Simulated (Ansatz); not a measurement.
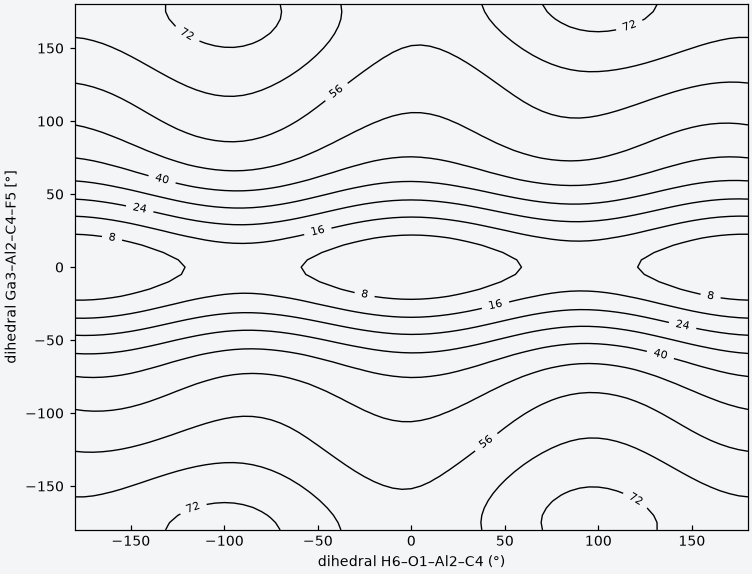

Energy landscape of CH₅AlFGaO, SMILES [OH][Al]([GaH2])[CH2]F. The first coordinate is: dihedral H6–O1–Al2–C4; the second: dihedral Ga3–Al2–C4–F5. Nothing is relaxed (all other coordinates rigid). Grid: 12 × 12 points. Energies: kJ/mol, counted from the lowest grid point. All numbers below come from RKS PBE0-D4/def2-SVP (Ansatz 0.2.0).

The picture shows contour lines labelled in kJ/mol. Between grid points the surface is interpolated. 

### What does the map say about the system?

The lowest grid point is at dihedral H6–O1–Al2–C4 = −180°, dihedral Ga3–Al2–C4–F5 = 0°; the map holds 2 wells of about this depth. The highest grid point, dihedral H6–O1–Al2–C4 = −90°, dihedral Ga3–Al2–C4–F5 = −180°, lies 75 kJ/mol above the lowest. On the interpolated surface the easiest way out of the lowest well to the well at dihedral H6–O1–Al2–C4 = 0°, dihedral Ga3–Al2–C4–F5 = 0° passes a barrier of about 11 kJ/mol. Round the minimum the two coordinates are nearly uncoupled.

The values on the grid:

```csv
"dihedral Ga3–Al2–C4–F5 ↓, dihedral H6–O1–Al2–C4 →",−180,−150,−120,−90,−60,−30,0,30,60,90,120,150
150,62,65,70,72,67,60,56,58,64,69,68,64
120,54,58,63,65,60,54,51,52,57,60,58,55
90,46,50,55,57,53,47,45,47,51,53,50,46
60,33,37,43,45,41,35,33,35,40,42,39,34
30,13,16,22,25,22,16,13,16,21,23,20,15
0,0,3,8,11,8,3,0,3,8,11,8,3
−30,13,15,20,23,21,16,13,16,21,25,22,16
−60,33,34,39,42,40,35,33,35,41,45,43,37
−90,46,46,50,53,51,47,45,47,53,57,55,50
−120,54,55,58,60,57,52,51,54,60,65,63,58
−150,62,64,68,69,64,58,56,60,67,72,70,65
−180,67,69,74,75,70,62,59,62,70,75,74,69
```

Time for the 144 points that were run: 33 min on 1 thread of Arm Neoverse N1, with other jobs on the host.
